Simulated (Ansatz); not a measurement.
# Fields on a plane of La2O3 (A-La2O3 type, space group P-3m1)

```yaml
crystal:
  lattice:
    - [3.93527, 0.00000, 0.00000]
    - [-1.96764, 3.40805, 0.00000]
    - [0.00000, 0.00000, 6.12627]
  atoms:
    - { symbol: La, position: [0.33333, 0.66667, 0.24614] }
    - { symbol: La, position: [0.66667, 0.33333, 0.75386] }
    - { symbol: O, position: [0.00000, 0.00000, 0.00000] }
    - { symbol: O, position: [0.33333, 0.66667, 0.64612] }
    - { symbol: O, position: [0.66667, 0.33333, 0.35388] }
```

The slice is a (1 -1 0 0) plane (indices of the conventional cell) through the point (0.000, 0.000, 0.000) (fractional), spanned by u = [110] and v = [001] in vectors of this cell: u (3.94 Å) and v (6.13 Å, at 90° to u). It covers one period; positions are fractions (u, v).

Atoms on it: O at (0.00, 0.00).

Level of theory: r2SCAN (plane waves to 500 eV, PAW, scalar-relativistic; Ansatz, a first-principles code). k mesh 10×10×6. Inside the PAW spheres the values are not all-electron values, and peaks at nuclei hang on which shells count as valence. La2O3 is run without spin polarisation. La2O3 was relaxed with its symmetry unable to fall.

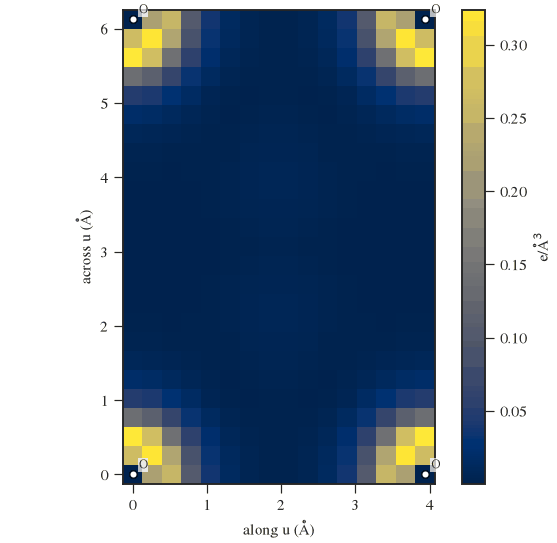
Figure: Density of the highest valence band (whole band, smooth part) in e/Å³, one period of the plane, atoms marked. 

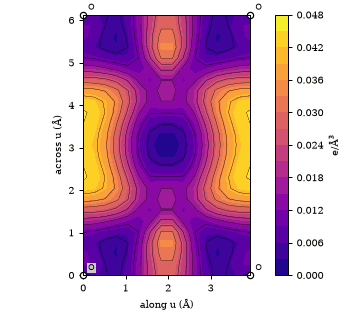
Figure: Density of the lowest conduction band (whole band as if filled, smooth part) in e/Å³, one period of the plane, atoms marked.
